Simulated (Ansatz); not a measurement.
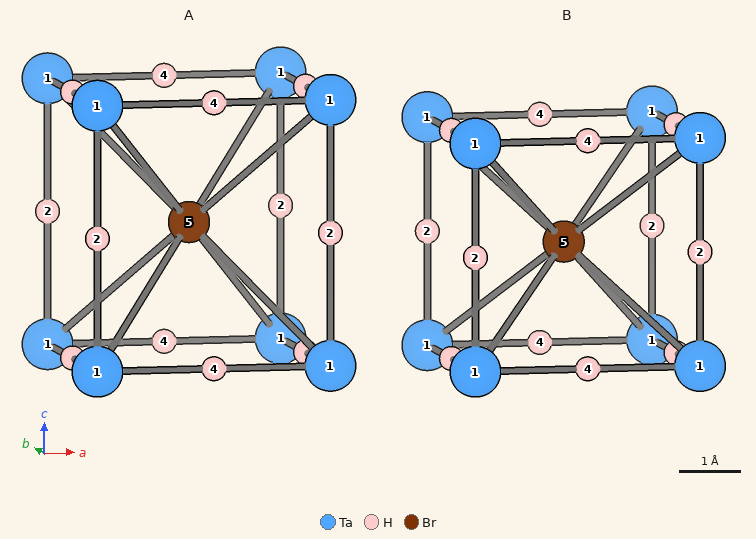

Two geometries of crystalline TaH3Br (a generated structure, set up in P4/mmm) (coarse preliminary run), drawn at one scale. One is the start of a relaxation, the other its converged end. The picture is a ball-and-stick view of the cell of the calculation, seen slightly off an axis.

The calculation used DFT PBE, scalar-relativistic, plane waves, PAW in Ansatz. Set-up: plane-wave cutoff 420 eV; k-point mesh 4 × 4 × 4; occupations gaussian; smearing width 0.1 eV; collinear spin; cell and atoms relaxed; force threshold 0.04 eV/Å; at most 70 steps.

### Which of the two is the end point?

Structure B is the relaxed one. The atoms keep their places relative to the cell (all moves are under 0.005 Å). The volume changes by −20.3 %, with a = b 3.951 → 3.809 Å (−3.6 %), c 4.440 → 3.809 Å (−14.2 %). Among the contacts that change: H–Ta 2.220 → 1.904 Å, Br–Ta 3.568 → 3.298 Å, H–Ta 1.975 → 1.904 Å. The space group (tolerance 0.01 Å) goes from P4/mmm (No. 123) to Pm-3m (No. 221). After 4 accepted moves (5 points after the start) the energy has fallen by 0.827 eV per cell of the calculation. All forces vanish by symmetry, so only the cell relaxes. The pressure goes from −11.35 to −0.07 GPa. The SCF was repeated once at an unchanged geometry on a basis and grid sized afresh for the cell, which shifted the energy by 5.8 meV per cell of the calculation at most. Cost: 63 s on 1 thread of Intel(R) Xeon(R) Processor @ 2.50GHz (Skylake/Cascade Lake), with other jobs on the host, peak memory 0.36 GiB.

Limits of the set-up: the k-point mesh is coarse for a cell with partly filled bands.
